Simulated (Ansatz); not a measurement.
CaB6-type CaB6, treated with PBEsol in Ansatz (plane waves, PAW).

Settings: plane-wave cutoff 520 eV, 8×8×8 k mesh, Fermi–Dirac smearing 0.01 eV, scalar-relativistic PAW data made under PBE.

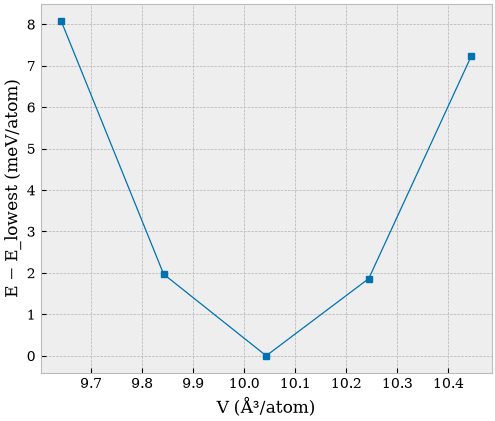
*Total energy against volume*

From the curve, estimate the equilibrium volume and the bulk modulus.

V0 ≈ 10.0 Å³/atom and B0 ≈ 150 GPa; the fit gives V0 = 10.043 Å³/atom, B0 = 152 GPa, B′ = 3.2.

Shape and atoms are relaxed at each volume.

Measured, for comparison: bulk modulus 170 ± 5 GPa (room temperature, no zero-point or thermal correction; as tabulated in Structural stability and vibrational characteristics of CaB6 under high …); equilibrium volume per atom 10.22 Å³/atom (temperature not stated, no zero-point or thermal correction; as tabulated in Singh (2010), arXiv:1009.1807). Computed (rounded) less measured: bulk modulus -11 %, equilibrium volume per atom -1.8 %. A static lattice is as a rule a little smaller and stiffer than an uncorrected measurement, which narrows the difference in the equilibrium volume per atom and would widen misses of the other sign.

Note: the gap of the solid is closed in this run; this level leaves the solid without a gap, although one is measured; the bulk modulus comes from volumes at which shape and atoms were relaxed.

The computed numbers hold no vibrational or temperature effects.

Cost on a shared machine: about 80 core-seconds (a rough figure).

Ansatz is a quantum-chemistry and plane-wave program.
